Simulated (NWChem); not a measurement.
# BH2Cl (SMILES BCl): levels of theory compared

Wanted: a comparison of 6 runs (HF/3-21G, B3LYP/6-31G*, B3LYP/def2-TZVP, M06-2X/def2-TZVP, PBE0/def2-TZVP) of BH2Cl. 

Program for the calculation: NWChem 7.3.0.

### 1 The structure to begin with

BH2Cl: 4 atoms, total charge 0, spin state singlet. As SMILES, `BCl`. The shape is that of a PBE0-D4/def2-TZVP optimisation.

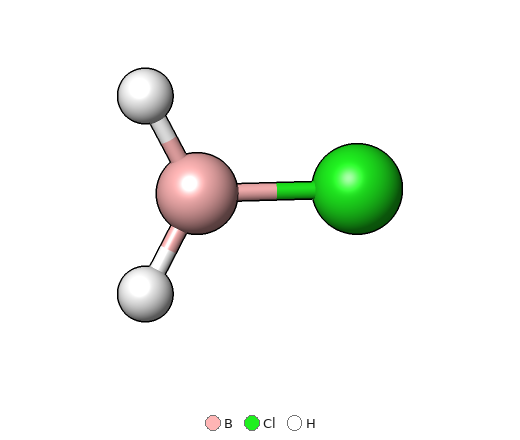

The structure, seen from a chosen angle (boron pink, chlorine green, hydrogen white).

### 2 Energy and gradient at HF/3-21G (run 1)

Input file input.nw:

```
start input
memory 2200 mb

geometry units angstrom noautosym nocenter noautoz
  B     -0.116700     0.021700    -0.075300
  Cl     1.365000    -0.395300     0.721200
  H     -1.106200    -0.559500     0.240400
  H     -0.086600     0.872800    -0.906600
end

basis spherical bse
  * library 3-21G
end

scf
  thresh 1e-08
  maxiter 80
end

task scf gradient
```

Command:

```console
$ nwchem input.nw > input.out
```

Standard output:

```text
[...]
  functions       =    26
[...]
  wavefunction    = RHF
[...]
         Total SCF energy =   -483.008932282505
      One-electron energy =   -741.426260658718
      Two-electron energy =    220.634309657382
 Nuclear repulsion energy =     37.783018718832
        Time for solution =      0.3s
[...]
                         RHF ENERGY GRADIENTS
    atom               coordinates                        gradient
                 x          y          z           x          y          z
   1 B      -0.220531   0.041007  -0.142296    0.028723  -0.008045   0.015400
   2 Cl      2.579476  -0.747009   1.362870   -0.025130   0.007070  -0.013506
   3 H      -2.090415  -1.057302   0.454290   -0.004781  -0.003693   0.002399
   4 H      -0.163650   1.649353  -1.713226    0.001189   0.004668  -0.004293
[...]
```

Wall time 1.2 s (1 thread of Intel Xeon at 2.70GHz, shared host); peak memory 0.099 GiB.

### 3 Energy and gradient at B3LYP/6-31G(d) (spherical functions) (run 2)

Input file bclh2.nw:

```
start bclh2
title "BClH2 B3LYP"
memory total 2200 mb
geometry noautosym nocenter noautoz
   B    -0.116700    0.021700   -0.075300
   Cl    1.365000   -0.395300    0.721200
   H    -1.106200   -0.559500    0.240400
   H    -0.086600    0.872800   -0.906600
end
basis spherical bse
   B library 6-31G*
   Cl library 6-31G*
   H library 6-31G*
end
dft
   xc b3lyp
   mult 1
   grid xfine
   convergence energy 1e-08
   iterations 100
   mulliken
   print low
end
task dft gradient
```

Command:

```console
$ nwchem bclh2.nw > bclh2.out
```

Standard output:

```text
[...]
 d= 0,ls=0.0,diis     1   -486.2329005412 -5.24D+02  1.95D-02  2.15D-01     1.3
[...]
 d= 0,ls=0.0,diis     8   -486.2655962445 -4.10D-10  2.91D-07  7.48D-11     6.1
         Total DFT energy =     -486.265596244521
      One electron energy =     -744.429976230886
           Coulomb energy =      253.465839320379
    Exchange-Corr. energy =      -33.084478052845
 Nuclear repulsion energy =       37.783018718832
[...]
      Total Density - Mulliken Population Analysis
     ---------------------------------------------
    Atom       Charge   Shell Charges
 -----------   ------   -------------------------------------------------------
    1 B    5     4.95   2.00  0.61  1.39  0.48  0.43  0.05
    2 Cl  17    17.09   2.00  2.00  5.97  1.41  3.64  0.53  1.52  0.02
    3 H    1     0.98   0.52  0.46
    4 H    1     0.98   0.52  0.46
[...]
                         DFT ENERGY GRADIENTS
    atom               coordinates                        gradient
                 x          y          z           x          y          z
   1 B      -0.220531   0.041007  -0.142296    0.006738  -0.001859   0.003583
   2 Cl      2.579476  -0.747009   1.362870   -0.007240   0.002035  -0.003889
   3 H      -2.090415  -1.057302   0.454290    0.000086  -0.000308   0.000326
   4 H      -0.163650   1.649353  -1.713226    0.000416   0.000131  -0.000021
 Task  times  cpu:        8.0s     wall:        8.0s
 Total times  cpu:        8.1s     wall:        8.1s
```

It took 9 s on 1 thread of Intel Xeon at 2.70GHz, shared host; peak memory 0.12 GiB.

Runs 3 to 5 aren't shown in full; the table further down has their settings and results.

### 4 Energy and gradient at PBE0/def2-TZVP (run 6)

Input file run.py:

```python
from ase import Atoms
from ase.calculators.nwchem import NWChem

system = Atoms('BClHH', positions=[
    [-0.116700, 0.021700, -0.075300],
    [1.365000, -0.395300, 0.721200],
    [-1.106200, -0.559500, 0.240400],
    [-0.086600, 0.872800, -0.906600],
])

calc = NWChem(
    label='job',
    theory='dft',
    memory='2200 mb',
    basis='def2-TZVP',
    basispar='spherical bse',
    dft={'xc': 'pbe0', 'mult': '1', 'grid': 'xfine', 'convergence': 'energy 1e-08', 'iterations': '100', 'mulliken': None},
)
system.calc = calc

forces = system.get_forces()
e = system.get_potential_energy()
print(f"E = {e:.6f} eV")
print("forces (eV/A):")
for s, f in zip(system.symbols, forces):
    print(f"{s:2s} {f[0]:10.5f} {f[1]:10.5f} {f[2]:10.5f}")
print("dipole (e A):", system.get_dipole_moment().round(4))
```

Command:

```console
$ export ASE_NWCHEM_COMMAND="nwchem PREFIX.nwi > PREFIX.nwo"
$ python run.py
```

Standard output:

```text
E = -13227.317225 eV
forces (eV/A):
B    -0.00165   -0.00144    0.00108
Cl    0.00072   -0.00005    0.00021
H     0.00036   -0.00005    0.00010
H     0.00057    0.00154   -0.00139
dipole (e A): [-0.0955  0.0269 -0.0513]
```

The calculator wrote job.nwi:

```
title "job"

permanent_dir job

scratch_dir job

start job

geometry units angstrom nocenter noautosym noautoz
  B  -1.1670000000000000e-01 2.1700000000000001e-02 -7.5300000000000006e-02
  Cl 1.3650000000000000e+00 -3.9529999999999998e-01 7.2119999999999995e-01
  H  -1.1062000000000001e+00 -5.5950000000000000e-01 2.4040000000000000e-01
  H  -8.6599999999999996e-02 8.7280000000000002e-01 -9.0659999999999996e-01
end

memory 2200 mb

basis spherical bse noprint
   * library def2-TZVP
end

dft
  xc pbe0
  mult 1
  grid xfine
  convergence energy 1e-08
  iterations 100
  mulliken
end

task dft gradient
```

job.nwo:

```text
Northwest Computational Chemistry Package (NWChem) 7.3.0
             --------------------------------------------------------

           Job information
           ---------------

    nwchem branch   = 7.3.0
    use scalapack   = T
    input           = job.nwi
    prefix          = job.
    data base       = job/job.db
    status          = startup
    nproc           =        1

           Memory information
           ------------------

[... 5 lines left out ...]
    hardfail = no
[... 91 lines left out ...]
  convergence criterion.
[... 41 lines left out ...]
          Spatial weights used:  Erf1
[... 32 lines left out ...]
 1-e energy   =    -743.089780
[... 45 lines left out ...]
           Coulomb energy =      253.457237110301
[... 637 lines left out ...]
          Convergence on density requested:  1.00D-05
[... 27 lines left out ...]
          total energy or number of iterations.
[... 35 lines left out ...]
                 ----------------------------------------
                 |  Time  |  1-e(secs)   |  2-e(secs)   |
                 ----------------------------------------
                 |  CPU   |       0.01   |       8.84   |
                 ----------------------------------------
                 |  WALL  |       0.01   |       8.84   |
                 ----------------------------------------

 Task  times  cpu:       34.9s     wall:       34.9s
 Total times  cpu:       34.9s     wall:       34.9s
```

Wall time 37 s (1 thread of Intel Xeon at 2.70GHz, shared host); peak memory 0.13 GiB.

### 5 All runs side by side

```
run                               level  iteration cap  module  energy (Eh)  dipole moment (D)  HOMO energy (eV)  LUMO energy (eV)  wall time
  1                            HF/3-21G             80     scf  -483.008932               1.62            -12.07              1.84      1.2 s
  2  B3LYP/6-31G* (spherical functions)            100     dft  -486.265596                  –                 –                 –        9 s
  3                     B3LYP/def2-TZVP            100     dft  -486.310718                  –                 –                 –       27 s
  4  B3LYP/6-31G* (Cartesian functions)            100     dft  -486.269429               0.66             -8.31             -1.76        9 s
  5                    M06-2X/def2-TZVP            100     dft  -486.258981               0.68             -9.95             -0.84       40 s
  6                      PBE0/def2-TZVP            100     dft  -486.094946               0.54             -8.65             -1.82       37 s
```

### 6 What came out

| quantity | value |
| --- | --- |
| run 6: total energy | -486.09495 Eh |
| run 6: dipole moment | 0.54 D |
| run 6: HOMO energy | -8.65 eV |
| run 6: LUMO energy | -1.82 eV |
| run 6: HOMO–LUMO gap | 6.83 eV |
| run 6: largest force on an atom | 0.002 eV/Å |

**Reading.** Over runs 1, 4, 5, 6 the dipole moment (its size) runs from 0.54 D (PBE0/def2-TZVP) to 1.62 D (HF/3-21G). The two ends differ in method and basis. Over runs 1, 4, 5, 6 the HOMO–LUMO gap runs from 6.55 eV (B3LYP/6-31G*) to 13.91 eV (HF/3-21G). Totals of different functionals can't be ranked against each other. All runs together took 2.1 min, the longest 40 s.
